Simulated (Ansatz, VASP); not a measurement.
# Cross-check of SnSe2 between VASP and Ansatz

Wanted: the spread between two codes on one cell, functional and k mesh.

Method: plane waves, with VASP 6.6.1 beside it; zone-centre phonons at PBEsol, in Ansatz 0.2.0.

In doubt: the program warns that the response may not be converged on this k-mesh, which bears on the force constants and all frequencies.

### 1. Set-up

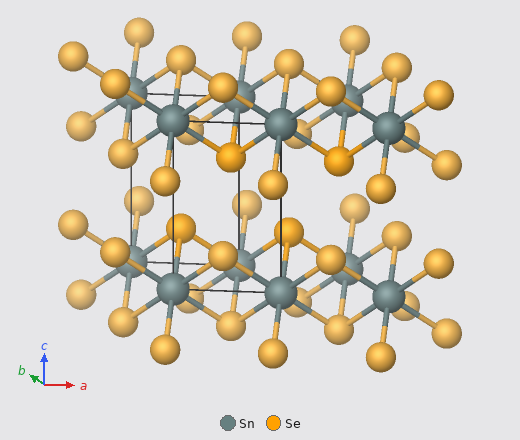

The cell as given, slightly off an axis (tin teal, selenium orange). 2×1×1 cells are drawn. Some periodic images of atoms are drawn too.

### 2. Ansatz: zone-centre phonons, PBEsol

Ansatz runs on its default PAW (the set named soft_2) files.

Second derivatives magnify differences that forces hide, and they need a tight electronic threshold.

Contents of input.yaml:

```yaml
crystal:
  lattice:
    - [3.8199725981, 0.0, 0.0]
    - [-1.9099862991, 3.3081933117, 0.0]
    - [0.0, 0.0, 6.1509153886]
  atoms:
    - { symbol: Sn, position: [0.0, 0.0, 0.0] }
    - { symbol: Se, position: [0.6666666667, 0.3333333333, 0.7418174023] }
    - { symbol: Se, position: [0.3333333333, 0.6666666667, 0.2581825977] }
hamiltonian:
  xc: pbesol
  pseudopotentials: { kind: paw }
kpoints:
  mp_grid: { grid: [10, 10, 6] }
scf:
  occupations: { method: fixed }
phonons:
  method: dfpt
  qpoints: [[0, 0, 0]]
  dielectric: true
  rigid_motions: translations
```

On the command line:

```sh
$ ansatz run input.yaml --threads 4 --pin off --max-ram 9216MiB --backend cpu --events-out ev --progress --plain --runs-dir out
```

Numbers of over 12 decimals in the logs are rounded to 6 here.

The log of the run:

```text
Engine: ansatz 0.2.0, aarch64-unknown-linux-gnu
Pseudopotentials: kind: paw
Pseudopotential: Sn, paw, valence charge 14, recommended cutoff 420 eV (normal), Sn.paw.azcp
Pseudopotential: Se, paw, valence charge 16, recommended cutoff 420 eV (normal), Se.paw.azcp
Functional definition: PBEsol
  exchange = pbesol_x
  correlation = pbesol_c
Crystal: 3 atoms, lattice volume = 77.730 Å³
Basis set: ecut = 420 eV, 1521 PW (Γ), exchange–correlation on 54×54×90 points (8 copies of the dense FFT grid, shifted against one another)
Bands: 28, of which v1, the nominal top of the filled ones, is band 23 counted from 1 (22 counted from 0)
Symmetry: 12 space group operations
k-points: 172 of 600 (irreducible under 2 space group operations, time reversal used)
Non-local potential: Sn, projectors of the file, l = 0: 2, l = 1: 2, l = 2: 2, l = 3: 2
Non-local potential: Se, projectors of the file, l = 0: 2, l = 1: 2, l = 2: 3, l = 3: 1
PAW form: soft (Blöchl's): semilocal exchange-correlation on the pseudo side does not see the compensation charge
PAW frozen core: Sn, regenerated for the run's functional, and the local potential with it (the file was generated under x = pbe(κ = 0.804, μ = 0.219515), c = pbe(β = 0.066725))
PAW frozen core: Se, regenerated for the run's functional, and the local potential with it (the file was generated under x = pbe(κ = 0.804, μ = 0.219515), c = pbe(β = 0.066725))
PAW one-centre angular grid: Sn, 590 points (default); XC on 64 Gauss nodes
PAW one-centre angular grid: Se, 590 points (default); XC on 64 Gauss nodes
Initial density: superposition of atomic densities (neutral atoms: chi_scale 0, normalization atom), corrected by the library's trained network
Initial wavefunctions: pseudopotential atomic-orbital guess
Functional: x = pbesol(κ = 0.804, μ = 0.123457), c = pbesol(β = 0.046)
SCF iter   1: F=—  HF=-16799.223532 eV  |F-HF|=—  |Δ(HF+E_count)|=         —  Δρ=2.20e-3  dr2=3.64e-3  ethr=1.77e-3  ⟨swp⟩=5.0  Hψ=17517  notcnv=0  defer=504
preconditioner: auto → Resta (q_TF=auto, 2.500 Å⁻¹)  ε∞=2.8  [insulator: Δε(μ)=0.515 eV  Ē_g=15.952 eV  n_scr=22 (ndim 8)  ℏωp=21.5 eV  f_vac=0.061  ε∞_Penn≈2.8]
SCF iter   2: F=—  HF=-16799.220587 eV  |F-HF|=—  |Δ(HF+E_count)|=   2.94e-3  Δρ=1.06e-3  dr2=7.75e-4  ethr=7.91e-6  ⟨swp⟩=3.0  Hψ=10508  notcnv=0  defer=515
SCF iter   3: F=—  HF=-16799.220559 eV  |F-HF|=—  |Δ(HF+E_count)|=   2.87e-5  Δρ=3.29e-4  dr2=6.86e-5  ethr=1.69e-6  ⟨swp⟩=2.0  Hψ=7224  notcnv=0  defer=516
SCF iter   4: F=—  HF=-16799.220576 eV  |F-HF|=—  |Δ(HF+E_count)|=   1.71e-5  Δρ=1.13e-4  dr2=1.09e-5  ethr=1.49e-7  ⟨swp⟩=2.0  Hψ=6829  notcnv=0  defer=269
SCF iter   5: F=—  HF=-16799.220582 eV  |F-HF|=—  |Δ(HF+E_count)|=   6.07e-6  Δρ=2.31e-5  dr2=6.70e-7  ethr=2.38e-8  ⟨swp⟩=2.0  Hψ=5775  notcnv=0  defer=181
SCF iter   6: F=—  HF=-16799.220582 eV  |F-HF|=—  |Δ(HF+E_count)|=   7.24e-9  Δρ=9.21e-6  dr2=7.10e-8  ethr=1.46e-9  ⟨swp⟩=2.0  Hψ=5946  notcnv=0  defer=172
SCF iter   7: F=—  HF=-16799.220582 eV  |F-HF|=—  |Δ(HF+E_count)|=   1.35e-7  Δρ=1.95e-6  dr2=3.63e-9  ethr=1.54e-10  ⟨swp⟩=2.0  Hψ=6010  notcnv=0  defer=172
SCF iter   8: F=—  HF=-16799.220582 eV  |F-HF|=—  |Δ(HF+E_count)|=   9.28e-9  Δρ=3.92e-7  dr2=1.77e-10  ethr=7.89e-12  ⟨swp⟩=2.0  Hψ=6020  notcnv=0  defer=172
SCF iter   9: F=-16799.220582 eV  HF=-16799.220582 eV  |F-HF|=1.46e-11  |Δ(HF+E_count)|=  3.64e-10  Δρ=9.33e-8  dr2=7.60e-12  ethr=1.00e-12  ⟨swp⟩=12.1  Hψ=30433  notcnv=0
SCF 1 converged in 9 iterations: F = -16799.220582 eV  dr2 = 7.60e-12
  greatest PAW one-centre occupation: 1.000 electrons in one spin orbital (limit 2), on the Se atom at site 2 (counted from 0), in its partial waves of l = 2
NSCF: frozen V_eff on 2 k-points
DFPT response loops at Γ: preconditioner auto → Resta (q_TF=auto, 2.500 Å⁻¹)  ε∞=10.8 (no band partly filled); β = 1.00, the filter's whole step (`scf.mixing.beta` (0.50) is not read by the response loops at its default; to damp them type it under 1.00, their step now; it binds the ground state too); Broyden in place of MSR1
── the response to a field inside a basis, on 14×14×8 k-points: an SCF that follows is theirs, and a resumed run solves both again ──
Bands: 24, of which v1, the nominal top of the filled ones, is band 23 counted from 1 (22 counted from 0)
k-points: 420 of 1568 (irreducible under 4 space group operations)
Initial density: handed on by an earlier stage of this run
Initial wavefunctions: pseudopotential atomic-orbital guess (no wavefunctions were taken with the density)
Eigensolver: Dense (420 Hₖ)
SCF iter   1: F=—  HF=-16799.212910 eV  |F-HF|=—  |Δ(HF+E_count)|=         —  Δρ=7.57e-5  dr2=1.95e-6  ethr=1.00e-1
preconditioner: auto → Resta (q_TF=auto, 2.500 Å⁻¹)  ε∞=3.8  [insulator: Δε(μ)=0.502 eV  Ē_g=12.922 eV  n_scr=22 (ndim 8)  ℏωp=21.5 eV  f_vac=0.056  ε∞_Penn≈3.8]
SCF iter   2: F=—  HF=-16799.212911 eV  |F-HF|=—  |Δ(HF+E_count)|=   6.54e-7  Δρ=4.30e-5  dr2=6.42e-7  ethr=4.23e-9
SCF iter   3: F=—  HF=-16799.212911 eV  |F-HF|=—  |Δ(HF+E_count)|=   6.46e-7  Δρ=1.68e-5  dr2=1.26e-7  ethr=1.40e-9
SCF iter   4: F=-16799.212911 eV  HF=-16799.212911 eV  |F-HF|=5.49e-9  |Δ(HF+E_count)|=   1.09e-7  Δρ=2.41e-6  dr2=5.68e-9  ethr=2.73e-10
SCF 1 converged in 4 iterations: F = -16799.212911 eV  dr2 = 5.68e-9
  greatest PAW one-centre occupation: 1.000 electrons in one spin orbital (limit 2), on the Se atom at site 1 (counted from 0), in its partial waves of l = 2
DFPT response loops at Γ: preconditioner auto → Resta (q_TF=auto, 2.500 Å⁻¹)  ε∞=10.9 (no band partly filled); β = 1.00, the filter's whole step (`scf.mixing.beta` (0.50) is not read by the response loops at its default; to damp them type it under 1.00, their step now; it binds the ground state too); Broyden in place of MSR1
WARN: field response: inside a basis, on 14×14×8 points, no mesh in reach settles it: take ε∞, Z* and everything formed from them with what they may err, as stated (eps_inf_uncertainty, zstar_uncertainty_e), and compare with field_mesh: kpoints on a denser kpoints.mp_grid
WARN: field response: ε∞ stands inside a basis, on 14×14×8 points; the force constants stand on the 10×10×6 k-mesh, whose period is 9.37 times the interband length at k = (0.0000, 0.0000, 0.0000), direct gap 0.980 eV, under 14: take them and everything formed from them as unconverged, and compare with a denser kpoints.mp_grid
SCF converged after 9 iterations
Free energy (F): -16799.220582 eV
Harris-Foulkes:  -16799.220582 eV  (|F-HF|=1.46e-11)
Internal energy: -16799.220582 eV  (E = F + TS)
E sigma→0 (E₀):  -16799.220582 eV
Fermi energy:    7.950168 eV
--- Per-component energies (eV) ---
  E_band       = -867.107616
  E_kinetic    = 424.737548
  E_local      = -5999.609037  (includes V_loc(G=0)·N_el)
  E_nonlocal   = -1214.409318
  E_hartree    = 3070.094536
  E_xc         = -584.512576
  E_vxc        = -291.663139  (∫ρ·V_xc dr)
  E_paw        = -7805.394669  (= ΣΔE_a)
  E_vpaw       = 73.648337  (= ΣTr[D̂ρ^β])
  E_aug_tail   = -0.001216  (compensation charges beyond the density's cutoff)
  E_ewald      = -4692.427591
  E_core_change = 2.301741  (= ΣΔE_core)
  E_smearing   = -0.000000  (= −TS)
  E_closure    = 0.000000  (closes the sum)
  Σ components = -16799.220582   (vs F -16799.220582, Δ=0.00e0)
--- Band table (eV; the first three rows and the last of 172) ---
  k-point 0: bands = [... 19 lower, 7.3596, 7.5960, 7.5960, 7.8162, 8.7962, 10.9059, 12.5242, 12.5242, ... 1 higher]
  k-point 1: bands = [... 19 lower, 7.3161, 7.3161, 7.6574, 7.6574, 9.4010, 10.9031, 12.4447, 12.4447, ... 1 higher]
  k-point 2: bands = [... 19 lower, 7.2590, 7.2590, 7.7512, 7.7512, 10.0754, 10.8633, 12.2930, 12.2930, ... 1 higher]
  k-point 171: bands = [... 19 lower, 4.7248, 5.1312, 6.3534, 7.2089, 9.5174, 12.7514, 13.6529, 13.9562, ... 1 higher]
--- Phonons (Γ-DFPT): 4 representative perturbations + reference, on 172 of 600 k-points (Σ response iterations 12) ---
  k mesh reduced under 2 symmetry operations, with k and −k counted as one. Each operation leaves every solved perturbation unchanged. A smaller set is not considered because the run solves the response to a homogeneous field
  ASR residual: 1.302e-4 → 0.000e0 eV/Å²; symmetrization residual: 4.278e-5 eV/Å²
  ASR residual per site (eV/Å²): 1.30e-4 9.56e-5 9.56e-5
  Γ frequencies (cm⁻¹): 0.00 0.00 0.00 118.29 118.29 143.32 143.32 179.41 243.26
  ε∞ (high-frequency dielectric tensor):
       12.690781     0.000000     0.000000
        0.000000    12.690781     0.000000
        0.000000     0.000000    10.894427
  ε⁰ (static dielectric tensor: ions relaxed, cell fixed):
       24.694769     0.000000     0.000000
        0.000000    24.694769     0.000000
        0.000000     0.000000    11.620840
  ε⁰ − ε∞ (ionic part):
       12.003987     0.000000     0.000000
        0.000000    12.003987     0.000000
        0.000000     0.000000     0.726412
  softest optical mode at Γ: 118.29 cm⁻¹; the repairs (sum rule, projections) moved no ω² at Γ by more than (1.29 cm⁻¹)²
  Born effective charges Z* (e; rows j = field, columns β = displacement):
    site 0:
         5.13770    0.00000    0.00000
         0.00000    5.13770    0.00000
         0.00000    0.00000    2.14525
    site 1:
        -2.56885   -0.00000   -0.00000
        -0.00000   -2.56885   -0.00000
        -0.00000   -0.00000   -1.07262
    site 2:
        -2.56885   -0.00000   -0.00000
        -0.00000   -2.56885   -0.00000
        -0.00000   -0.00000   -1.07262
  Z* charge neutrality: 2.396e-3 e pre-enforcement
  solved inside a basis spanned on kpoints, on 14×14×8 k-points, which do not settle them: ε∞ is read to err by 7.6e-2, Z* by 4.8e-2 e (field_mesh: kpoints solves on kpoints); Z* is corrected for what the basis lacks
  optical modes at Γ without the LO–TO term, one row a degenerate level:
      ω (cm⁻¹)  modes    IR ((D/Å)²/amu)
        118.29      2             0.0000
        143.32      2            17.9713
        179.41      1             0.0000
        243.26      1             1.5666
  optical modes at Γ + LO–TO along q̂ = [1.0000, 0.0000, 0.0000]:
      ω (cm⁻¹)  modes    IR ((D/Å)²/amu)
        118.29      2             0.0000
        143.32      1             8.9856
[...]
optical modes at Γ + LO–TO along q̂ = [0.0000, 1.0000, 0.0000]:
      ω (cm⁻¹)  modes    IR ((D/Å)²/amu)
[...]
143.32      1             8.9856
        179.41      1             0.0000
        199.92      1             8.9856
        243.26      1             1.5666
  optical modes at Γ + LO–TO along q̂ = [0.0000, 0.0000, 1.0000]:
      ω (cm⁻¹)  modes    IR ((D/Å)²/amu)
        118.29      2             0.0000
        143.32      2            17.9713
        179.41      1             0.0000
        251.24      1             1.5666
--- Phonons (arbitrary-q DFPT): 1 explicit q-point ---
  q = [0, 0, 0] (of the zone-centre solve; hermiticity 2.90e-6, symmetrization 1.45e-6): -0.00 -0.00 0.00 118.29 118.29 143.32 143.32 179.41 243.26
  sum rule: each row above includes the acoustic sum rule's correction from the zone centre's row sums; it moved no ω² by more than (0.57 cm⁻¹)²
```

Run time: 6.4 min. Hardware: 4 threads of Arm Neoverse N1, shared host; peak memory 2.6 GiB.

[end of part 1 of 3]

[Lines on the potential files, build, host, timing and source positions are cut from VASP's logs without a mark.]

[Logs are printed without paths, hosts, clocks, repeated set-up lines and the standing remarks that a program may print on its own settings, such as how far it seeks lower states.]

[Hosts, paths, dates, database ids (printed as entryN), source tags and the programs' standing remarks are cut or masked in the printed files.]
